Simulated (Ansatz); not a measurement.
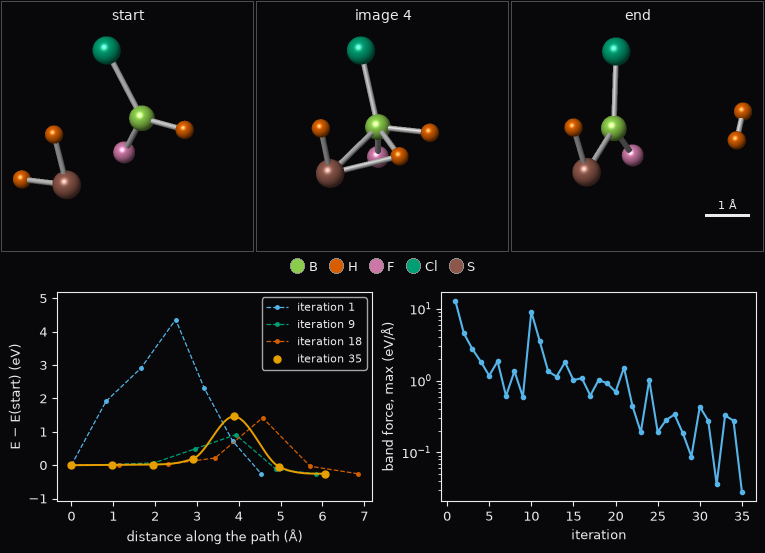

NEB run on BH3SClF, made up at the start of BHClF and H₂S. Images are numbered from 0 (start) to 6 (end). The plot follows the band through its iterations. Style: ball-and-stick. Shown from a free direction.

All numbers below come from RKS BHLYP-D4/def2-SVP (Ansatz 0.2.0). Run with 5 movable images; climbing image; force threshold 0.03 eV/Å; iteration limit 60; starting path through a guess of the saddle point.

### Judge this run.

The result is final at these settings. The band converged in 35 iterations. The largest component of the band force went from 13 to 0.028 eV/Å. The climbing image converged on the top of the path. Its vibrational analysis gives one imaginary mode (1194i cm⁻¹), as a transition state must have. The first iteration put the highest image at 4.37 eV. The highest point, image 4, lies 1.46 eV above the start and 1.72 eV above the end; the end is at −0.25 eV relative to the start.

Limits of the set-up: the start holds two separate molecules, 3.0 Å apart at their closest, whose relative position is a soft coordinate.
